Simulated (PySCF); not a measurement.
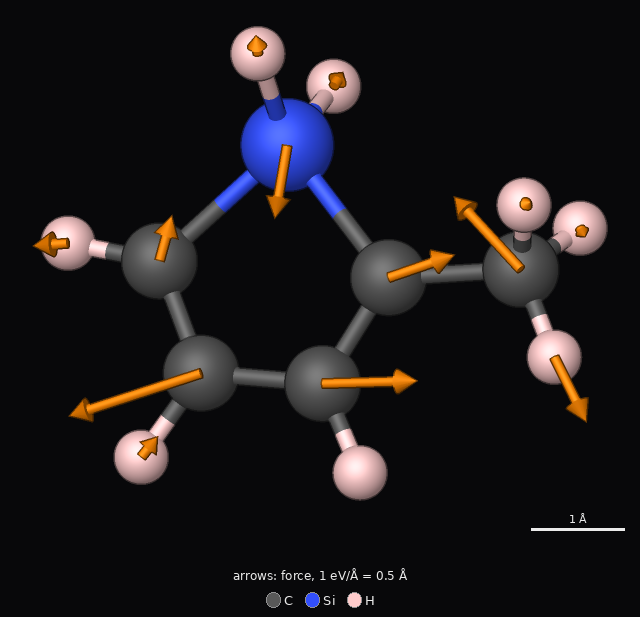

Starting geometry of C₅H₈Si with the computed forces as orange arrows. Style: ball-and-stick. Shown at a tilt.

The start comes from GFN2-xTB. Its atoms were then displaced at random by about 0.01 Å.

Computed with PySCF 2.14.0, density-fitted response routines, PBE0-D3(BJ)/def2-SVP geometry optimisation, gas phase. 

Question: What follows when this structure is relaxed?

Answer: It isn't relaxed: the largest force vector, on a C atom, is 3.16 eV/Å. The final displacements follow the starting forces only in part (cosine between the two patterns 0.51). An H atom moves most after the best rigid fit: 0.075 Å. Largest moves by element: H 0.075 Å, Si 0.055 Å, C 0.055 Å. Some distances before and after: C–C 1.404 → 1.477 Å, C–H 1.057 → 1.102 Å, H–Si 1.468 → 1.497 Å, C–C 1.517 → 1.491 Å. Among the angles between lasting bonds that change: C–Si–C 88.6° → 93.3°, H–Si–H 112.2° → 108.0°, Si–C–H 127.7° → 131.3°. After 7 geometry steps the energy has fallen by 0.246 eV. Cost: 85 s on 1 thread of Arm Neoverse V1, with other jobs on the host.
